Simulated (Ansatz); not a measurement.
**Calibrating r2SCAN-D4/def2-TZVPP on Si-containing radicals**

The atomisation energy (no zero-point term) in kJ/mol of 6 Si-containing radicals: x at r2SCAN-D4/def2-TZVPP, y at CCSD(T)/CBS estimate. Shapes, held fixed at every level: PBE0-D4/def2-TZVP. Flexible molecules stand in one conformer, not always the lowest. Programs: Ansatz 0.2.0.

| molecule | x (kJ/mol) | y (kJ/mol) |
| --- | --- | --- |
| SiH(OH)2(SiH2) | 3033 | 3034 |
| B(SiH2)(SiH3)2 | 3498 | ? |
| C2H6FSi (SMILES [CH2]C[SiH2]F) | 3677 | 3658 |
| CH7OSi2 (SMILES O[SiH2]C[SiH2]) | 3703 | 3698 |
| CH7O2Si2 (SMILES CO[Si](O)[SiH3]) | 4206 | 4197 |
| C2H7O2Si (SMILES CO[Si](C)O) | 4602 | 4587 |

Problem. Fit y = c + s·x to the known rows and predict y for B(SiH2)(SiH3)2.

Solution. 
1. Means of the 5 rows: x = 3844.20, y = 3834.8.
2. Σ(Δx)² = 1411099, Σ(Δx·Δy) = 1399547, so the slope is 1399547/1411099 = 0.99181.
3. Intercept: 3834.8 − (0.99181) × 3844.20 = 22.1. The largest residual of the fit is 11.
4. B(SiH2)(SiH3)2: 22.1 + 0.99181 × 3498 = 3491 kJ/mol.

CCSD(T)/CBS estimate gives 3460 kJ/mol, so the prediction is off by +31 kJ/mol, more than the largest residual. Uncorrected, r2SCAN-D4/def2-TZVPP misses B(SiH2)(SiH3)2 by +38 kJ/mol, and the other rows by 10 on average. The line removes about 15 % of this miss. Left out in turn, the other rows are missed by 7 kJ/mol on average, so the withheld one doesn't follow the line. Open shells run unrestricted. The CBS estimate extrapolates MP2 from def2-TZVPP and def2-QZVPP and adds CCSD(T) − MP2 in the triple-zeta set, cores frozen.

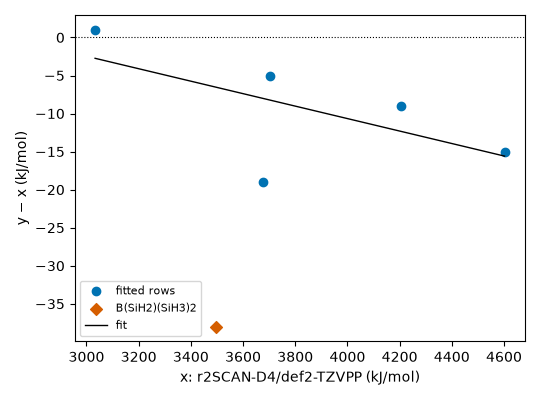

The correction y − x against x, with the fitted line and the withheld molecule.
